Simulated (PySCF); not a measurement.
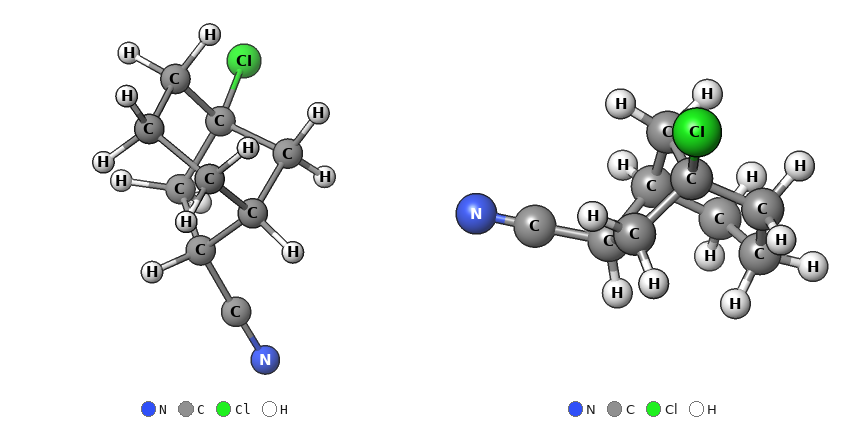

Two views of one molecule.

The computed structure is the end point of a PBE0-D3(BJ)/def2-SVP optimisation. No frequency run is at hand to confirm it as a minimum.

What is the molecular formula?

Answer. C₉H₁₂ClN, 23 atoms: 9 carbon, 12 hydrogen, 1 chlorine and 1 nitrogen.

What is its SMILES?

Answer. N#C[C@@H]1C[C@@]2(Cl)CCC[C@@H]1C2

The parts below concern this one geometry. Atoms keep their numbers from picture to picture.

## Shape

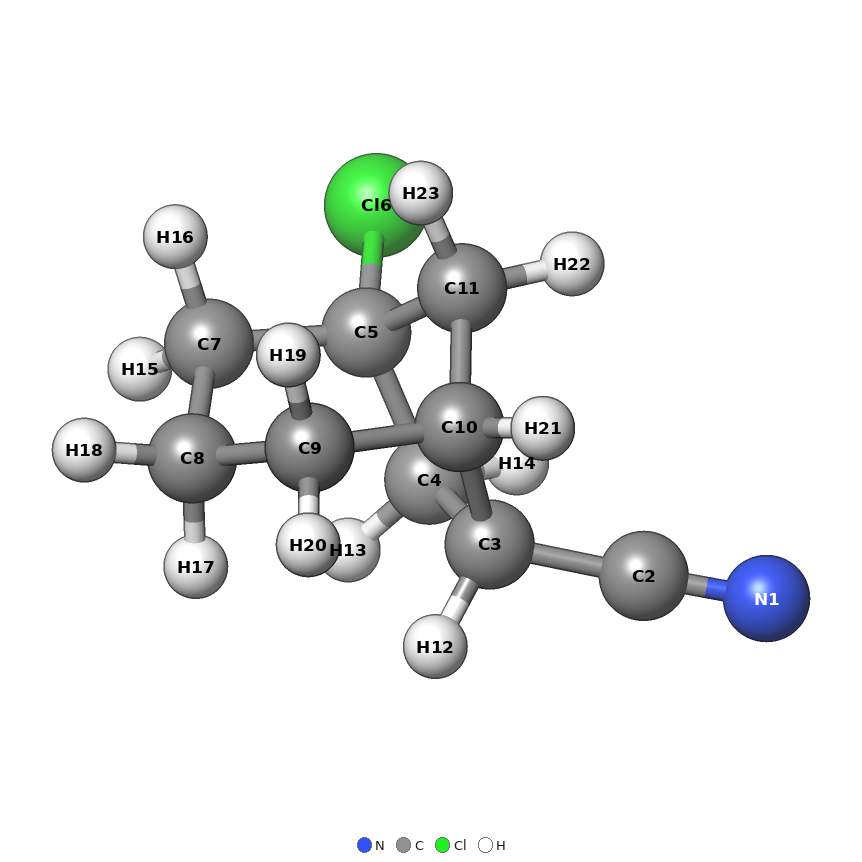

The atoms are numbered. No frequency run is at hand to confirm it as a minimum.

Which atoms are bonded, and how long are the bonds? Leave out bonds to hydrogen.

```tsv
bond	length (Å)	order
N1–C2	1.158	triple
C2–C3	1.458	single
C3–C4	1.558	single
C3–C10	1.559	single
C4–C5	1.537	single
C5–Cl6	1.798	single
C5–C7	1.528	single
C5–C11	1.524	single
C7–C8	1.529	single
C8–C9	1.527	single
C9–C10	1.530	single
C10–C11	1.529	single
```

## Electronic properties

No frequency run is at hand to confirm it as a minimum. Method: PBE0/pcSseg-1 in benzene (IEF-PCM) (PySCF 2.14.0).

What does the calculation give?

- dipole moment: 5.40 D
- HOMO energy (Kohn–Sham orbital): −8.38 eV
- LUMO energy (Kohn–Sham orbital): 0.40 eV
- HOMO–LUMO gap: 8.78 eV

## Ring current

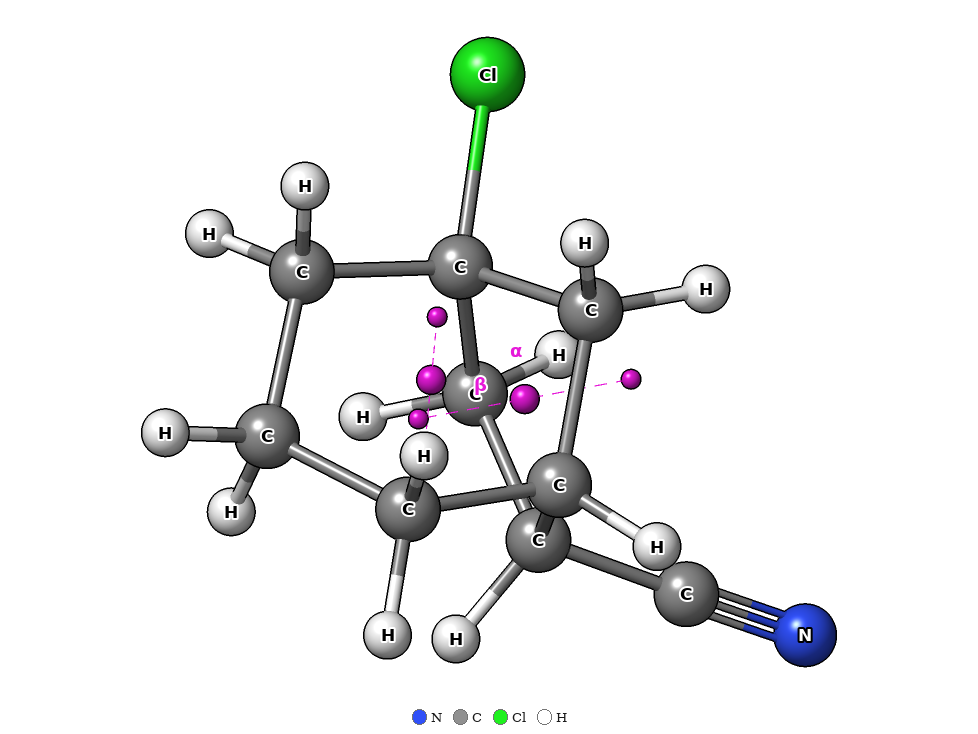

The small points mark where nucleus-independent chemical shifts (NICS) were computed: at the centre of each lettered ring and 1 Å above and below it. No frequency run is at hand to confirm it as a minimum. Method: GIAO PBE0/pcSseg-1 NMR shielding, non-relativistic, IEF-PCM benzene (PySCF 2.14.0).

Give NICS(0), NICS(1) and the out-of-plane component NICS(1)zz for each ring (means of the two sides).

```tsv
ring	members	NICS(0)	NICS(1)	NICS(1)zz
α	C5	−6.7	−4.5	−7.8
β	C6	−5.0	−4.6	−0.8
```

Values in ppm.

What do the values say about the ring currents?

Answer. Ring β: weak, as in a non-aromatic ring. NICS is one index among several.

## NMR shielding

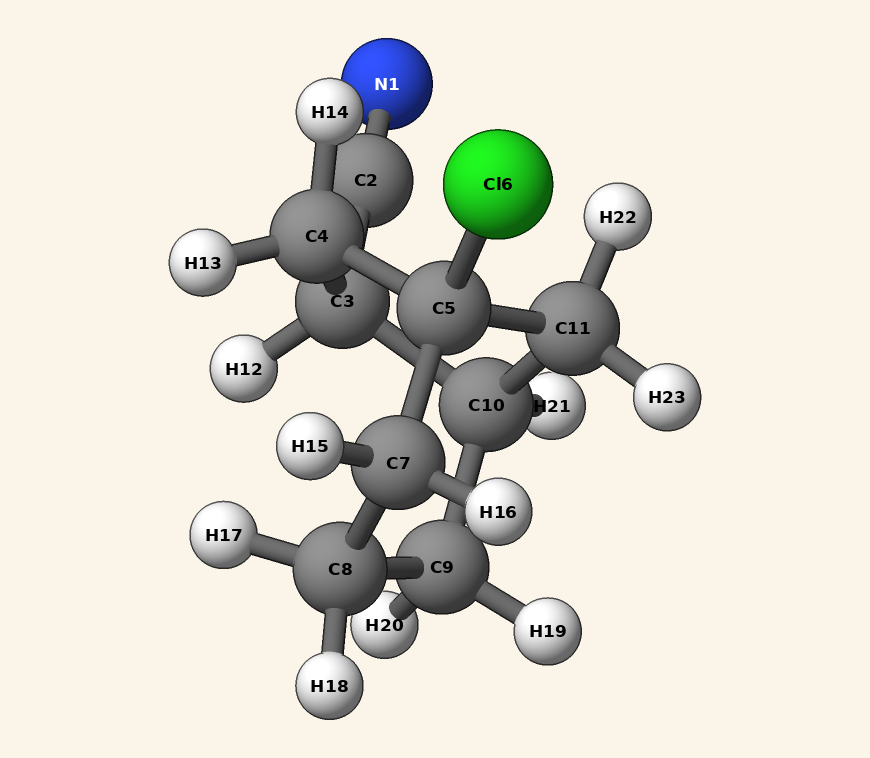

No frequency run is at hand to confirm it as a minimum. Method: GIAO PBE0/pcSseg-1 NMR shielding, non-relativistic, IEF-PCM cyclohexane (PySCF 2.14.0). Principal shieldings σ11 ≤ σ22 ≤ σ33, span Ω = σ33 − σ11, skew κ = 3(σiso − σ22)/Ω.

Give the shielding tensors of the N atoms.

| atom | σ11 | σ22 | σ33 | σiso | Ω | κ |
| --- | --- | --- | --- | --- | --- | --- |
| N1 | −193.9 | −173.2 | 285.2 | −27.3 | 479.1 | 0.91 |

Shieldings and span in ppm.
